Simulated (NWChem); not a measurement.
# One shape, several levels: TiCl2O (TiOCl2)

Aim: a comparison of 4 runs (HF/STO-3G, HF/3-21G, B3LYP/6-31G*) of TiCl2O (TiOCl2). 

The calculation is run with NWChem 7.3.0.

### Step 1. Starting point

TiCl2O has 4 atoms, charge 0, and is taken as a singlet. SMILES: `[O]=[Ti]([Cl])[Cl]`. Geometry: a GFN2-xTB relaxation, a rough one for these elements and not checked as a minimum.

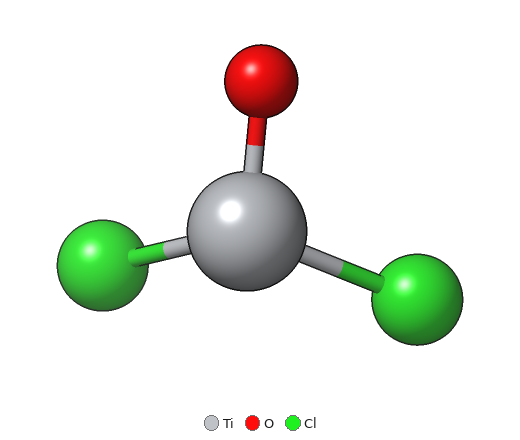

The structure, seen from a chosen angle (titanium light grey, oxygen red, chlorine green).

### Step 2. Energy and gradient at HF/STO-3G (run 1)

Contents of run.py:

```python
from ase import Atoms
from ase.calculators.nwchem import NWChem

atoms = Atoms(['Ti', 'O', 'Cl', 'Cl'], positions=[
    [0.140340, -0.004470, 0.578720],
    [1.608710, -0.021050, -0.027370],
    [-0.851130, 1.699370, -0.270280],
    [-0.897930, -1.673840, -0.281080],
])

calc = NWChem(
    label='cl2oti',
    theory='scf',
    memory='2200 mb',
    basis='STO-3G',
    basispar='spherical bse',
    scf={'nopen': '0', 'rhf': None, 'thresh': '1e-08', 'maxiter': '80'},
)
atoms.calc = calc

forces = atoms.get_forces()
e = atoms.get_potential_energy()
print(f"E = {e:.6f} eV")
print("forces (eV/A):")
for s, f in zip(atoms.symbols, forces):
    print(f"{s:2s} {f[0]:10.5f} {f[1]:10.5f} {f[2]:10.5f}")
print("dipole (e A):", atoms.get_dipole_moment().round(4))
```

The run is started by

```console
export ASE_NWCHEM_COMMAND="nwchem PREFIX.nwi > PREFIX.nwo"
python run.py
```

Standard output:

```text
E = -49606.989415 eV
forces (eV/A):
Ti    1.25043    0.00812   -1.05708
O     0.44737   -0.01574    0.90688
Cl   -0.82671    1.47720    0.08438
Cl   -0.87109   -1.46959    0.06577
dipole (e A): [ 0.0466 -0.0063  1.2604]
```

The calculator wrote cl2oti.nwi:

```
title "cl2oti"

permanent_dir cl2oti

scratch_dir cl2oti

start cl2oti

geometry units angstrom nocenter noautosym noautoz
  Ti 1.4033999999999999e-01 -4.4700000000000000e-03 5.7872000000000001e-01
  O  1.6087100000000001e+00 -2.1049999999999999e-02 -2.7369999999999998e-02
  Cl -8.5113000000000005e-01 1.6993700000000000e+00 -2.7028000000000002e-01
  Cl -8.9793000000000001e-01 -1.6738400000000000e+00 -2.8108000000000000e-01
end

memory 2200 mb

basis spherical bse noprint
   * library STO-3G
end

scf
  nopen 0
  rhf
  thresh 1e-08
  maxiter 80
end

task scf gradient
```

cl2oti.nwo:

```text
Northwest Computational Chemistry Package (NWChem) 7.3.0
             --------------------------------------------------------

           Job information
           ---------------

    nwchem branch   = 7.3.0
    use scalapack   = T
    input           = cl2oti.nwi
    prefix          = cl2oti.
    data base       = cl2oti/cl2oti.db
    status          = startup
    nproc           =        1

           Memory information
           ------------------

    heap     =     72089600 doubles =      550.0 Mbytes
    stack    =     72089597 doubles =      550.0 Mbytes
    global   =    144179200 doubles =     1100.0 Mbytes (distinct from heap & stack)
    total    =    288358397 doubles =     2200.0 Mbytes
    verify   = yes
    hardfail = no

[... 121 lines left out ...]
 Convergence threshold     :          1.000E-08
[... 13 lines left out ...]
       Final RHF  results
[... 3 lines left out ...]
      One-electron energy =  -3181.319111558053
[... 1 line left out ...]
 Nuclear repulsion energy =    336.184908556190
[... 49 lines left out ...]
                       ROHF Final Molecular Orbital Analysis
[... 210 lines left out ...]
  wavefunction    =   RHF

                         RHF ENERGY GRADIENTS

    atom               coordinates                        gradient
                 x          y          z           x          y          z
   1 Ti      0.265204  -0.008447   1.093622   -0.024317  -0.000158   0.020557
   2 O       3.040021  -0.039779  -0.051722   -0.008700   0.000306  -0.017636
   3 Cl     -1.608402   3.211344  -0.510755    0.016077  -0.028727  -0.001641
   4 Cl     -1.696842  -3.163099  -0.531164    0.016940   0.028579  -0.001279

                 ----------------------------------------
                 |  Time  |  1-e(secs)   |  2-e(secs)   |
                 ----------------------------------------
                 |  CPU   |       0.00   |       1.14   |
                 ----------------------------------------
                 |  WALL  |       0.00   |       1.14   |
                 ----------------------------------------

 Task  times  cpu:        5.0s     wall:        5.0s
 Total times  cpu:        5.0s     wall:        5.0s
```

Wall time 6.6 s (1 thread of AMD EPYC 9R14 (Zen 4), shared host); peak memory 0.1 GiB.

### Step 3. Energy and gradient at HF/3-21G (run 2)

Changes to run.py since step 2:

```diff
@@ -11,6 +11,6 @@
 calc = NWChem(
-    label='cl2oti',
+    label='work',
     theory='scf',
     memory='2200 mb',
-    basis='STO-3G',
+    basis='3-21G',
     basispar='spherical bse',
```

The run is started by

```console
export ASE_NWCHEM_COMMAND="nwchem PREFIX.nwi > PREFIX.nwo"
python run.py
```

Standard output:

```text
E = -49890.276836 eV
forces (eV/A):
Ti    3.72440   -0.02957   -0.59974
O    -1.60020    0.00946    1.36649
Cl   -1.03487    1.89742   -0.37348
Cl   -1.08933   -1.87732   -0.39322
dipole (e A): [ 0.1802 -0.0086  1.3445]
```

The calculator wrote work.nwi:

```
title "work"

permanent_dir work

scratch_dir work

start work

geometry units angstrom nocenter noautosym noautoz
  Ti 1.4033999999999999e-01 -4.4700000000000000e-03 5.7872000000000001e-01
  O  1.6087100000000001e+00 -2.1049999999999999e-02 -2.7369999999999998e-02
  Cl -8.5113000000000005e-01 1.6993700000000000e+00 -2.7028000000000002e-01
  Cl -8.9793000000000001e-01 -1.6738400000000000e+00 -2.8108000000000000e-01
end

memory 2200 mb

basis spherical bse noprint
   * library 3-21G
end

scf
  nopen 0
  rhf
  thresh 1e-08
  maxiter 80
end

task scf gradient
```

work.nwo:

```text
Northwest Computational Chemistry Package (NWChem) 7.3.0
             --------------------------------------------------------

           Job information
           ---------------

    nwchem branch   = 7.3.0
    use scalapack   = T
    input           = work.nwi
    prefix          = work.
    data base       = work/work.db
    status          = startup
    nproc           =        1

           Memory information
           ------------------

    heap     =     72089600 doubles =      550.0 Mbytes
    stack    =     72089597 doubles =      550.0 Mbytes
    global   =    144179200 doubles =     1100.0 Mbytes (distinct from heap & stack)
    total    =    288358397 doubles =     2200.0 Mbytes
    verify   = yes
    hardfail = no

[... 121 lines left out ...]
 Convergence threshold     :          1.000E-08
[... 12 lines left out ...]
       Final RHF  results
[... 3 lines left out ...]
      One-electron energy =  -3194.069333171293
[... 1 line left out ...]
 Nuclear repulsion energy =    336.184908556190
[... 50 lines left out ...]
                       ROHF Final Molecular Orbital Analysis
[... 241 lines left out ...]
  wavefunction    =   RHF

                         RHF ENERGY GRADIENTS

    atom               coordinates                        gradient
                 x          y          z           x          y          z
   1 Ti      0.265204  -0.008447   1.093622   -0.072428   0.000575   0.011663
   2 O       3.040021  -0.039779  -0.051722    0.031119  -0.000184  -0.026574
   3 Cl     -1.608402   3.211344  -0.510755    0.020125  -0.036899   0.007263
   4 Cl     -1.696842  -3.163099  -0.531164    0.021184   0.036508   0.007647

                 ----------------------------------------
                 |  Time  |  1-e(secs)   |  2-e(secs)   |
                 ----------------------------------------
                 |  CPU   |       0.00   |       1.34   |
                 ----------------------------------------
                 |  WALL  |       0.00   |       1.34   |
                 ----------------------------------------

 Task  times  cpu:        7.7s     wall:        7.7s
 Total times  cpu:        7.7s     wall:        7.7s
```

It took 9.3 s on 1 thread of AMD EPYC 9R14 (Zen 4), shared host; peak memory 0.1 GiB.

Run 3 isn't shown in full; the table further down has it.

### Step 4. Energy and gradient at B3LYP/6-31G(d) (Cartesian functions) (run 4)

Contents of mymol.nw:

```
start mymol
memory stack 880 mb heap 220 mb global 1100 mb
geometry units angstroms noautosym nocenter noautoz
  Ti    0.140340   -0.004470    0.578720
  O     1.608710   -0.021050   -0.027370
  Cl   -0.851130    1.699370   -0.270280
  Cl   -0.897930   -1.673840   -0.281080
end
basis "ao basis" cartesian
  * library 6-31G*
end
dft
  xc b3lyp
  grid fine
  convergence energy 1e-08
  maxiter 100
  mulliken
end
task dft gradient
```

The run is started by

```console
nwchem mymol.nw > mymol.out
```

Standard output:

```text
[...]
          Wavefunction type:  closed shell.
          No. of atoms     :     4
          No. of electrons :    64
[...]
          Charge           :     0
          Spin multiplicity:     1
[...]
          AO basis - number of functions:    92
[...]
              XC Information
              --------------
                         B3LYP Method XC Potential
                     Hartree-Fock (Exact) Exchange  0.200
                        Slater Exchange Functional  0.800 local
                    Becke 1988 Exchange Functional  0.720 non-local
              Lee-Yang-Parr Correlation Functional  0.810
                  VWN I RPA Correlation Functional  0.190 local
[...]
 d= 0,ls=0.0,diis     1  -1844.5531170734 -2.18D+03  1.01D-01  4.98D+00     2.5
[...]
 d= 0,ls=0.5,diis    43  -1845.2064781168 -8.03D-09  1.38D-06  5.75D-09    72.6
         Total DFT energy =    -1845.206478121101
      One electron energy =    -3209.005418916044
           Coulomb energy =     1134.875268607117
    Exchange-Corr. energy =     -107.261236368364
 Nuclear repulsion energy =      336.184908556191
[...]
      Total Density - Mulliken Population Analysis
     ---------------------------------------------
    Atom       Charge   Shell Charges
 -----------   ------   -------------------------------------------------------
    1 Ti  22    20.97   2.00  2.00  5.99  2.04  6.07  0.04  0.39  0.01  0.03  1.11  1.31 -0.03
    2 O    8     8.44   1.99  0.94  2.79  1.03  1.66  0.01
    3 Cl  17    17.30   2.00  1.99  5.97  1.46  3.64  0.56  1.71 -0.03
    4 Cl  17    17.30   2.00  1.99  5.97  1.46  3.64  0.56  1.71 -0.03
[...]
  wavefunction    = closed shell
                         DFT ENERGY GRADIENTS
    atom               coordinates                        gradient
                 x          y          z           x          y          z
   1 Ti      0.265204  -0.008447   1.093622   -0.019612  -0.000042  -0.002358
   2 O       3.040021  -0.039779  -0.051722   -0.007506   0.000223  -0.006533
   3 Cl     -1.608402   3.211344  -0.510755    0.013177  -0.025930   0.004291
   4 Cl     -1.696842  -3.163099  -0.531164    0.013941   0.025748   0.004599
[...]
```

Wall time 86 s (1 thread of AMD EPYC 9R14 (Zen 4), shared host); peak memory 0.13 GiB.

### Step 5. Overview of the runs

| run | level | iteration cap | module | energy (Eh) | dipole moment (D) | HOMO energy (eV) | LUMO energy (eV) | wall time |
| --- | --- | --- | --- | --- | --- | --- | --- | --- |
| 1 | HF/STO-3G | 80 | scf | -1823.023251 | 6.06 | -9.52 | 2.68 | 6.6 s |
| 2 | HF/3-21G | 80 | scf | -1833.433872 | 6.52 | -12.32 | -1.02 | 9.3 s |
| 3 | B3LYP/6-31G* (spherical functions) | 100 | dft | -1845.189976 | 4.74 | -8.51 | -3.68 | 100 s |
| 4 | B3LYP/6-31G* (Cartesian functions) | 100 | dft | -1845.206478 | 4.77 | -8.47 | -3.60 | 86 s |

### Step 6. Results

| quantity | value |
| --- | --- |
| run 4: total energy | -1845.20648 Eh |
| run 4: dipole moment | 4.77 D |
| run 4: HOMO energy | -8.47 eV |
| run 4: LUMO energy | -3.60 eV |
| run 4: HOMO–LUMO gap | 4.87 eV |
| run 4: largest force on an atom | 1.524 eV/Å |

In words: The dipole moment (its size) runs from 4.74 D (B3LYP/6-31G*) to 6.52 D (HF/3-21G). The two ends differ in method and basis. The HOMO–LUMO gap runs from 4.83 eV (B3LYP/6-31G*) to 12.20 eV (HF/STO-3G). In run 1 the basis is minimal, so the values are rough. All runs together took 3.4 min, the longest 100 s.
